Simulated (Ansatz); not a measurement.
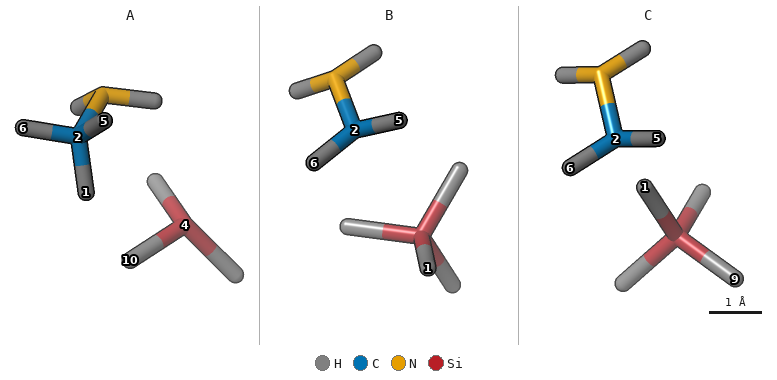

Three geometries of CH8NSi (multiplicity 2): a saddle point and the two minima that it joins, in shuffled order. The picture is a stick view, seen from a free direction. Sticks join atoms that are closer than about 1.2 times the sum of their covalent radii (a little more with hydrogen).

Stationary points at PBE0-D4/def2-TZVP, single-point energies with CCSD(T)/CBS (def2-TZVPP where no basis is named; Ansatz 0.2.0). The energies are electronic, without zero-point or thermal terms, and both ends are the minima reached downhill from the saddle, with any fragments still in contact. CCSD(T)/CBS stands for a frozen-core estimate: MP2 correlation extrapolated from def2-TZVPP and def2-QZVPP, CCSD(T) minus MP2 from the smaller set.

Question: Identify the saddle point and describe the reaction.

Answer: Frame C is the saddle point. Counted by bonded pieces, A holds CH₅N + SiH₃ and B holds CH₄N + SiH₄. From A over the saddle to B, a bond forms: H–Si (3.44 → 1.68 → 1.48 Å). A bond breaks: C–H (1.10 → 1.51 → 3.09 Å). The saddle has one imaginary mode, 1132i cm⁻¹. With CCSD(T)/CBS the barrier is 0.72 eV from A and 0.61 eV from B, and B lies 0.11 eV above A.
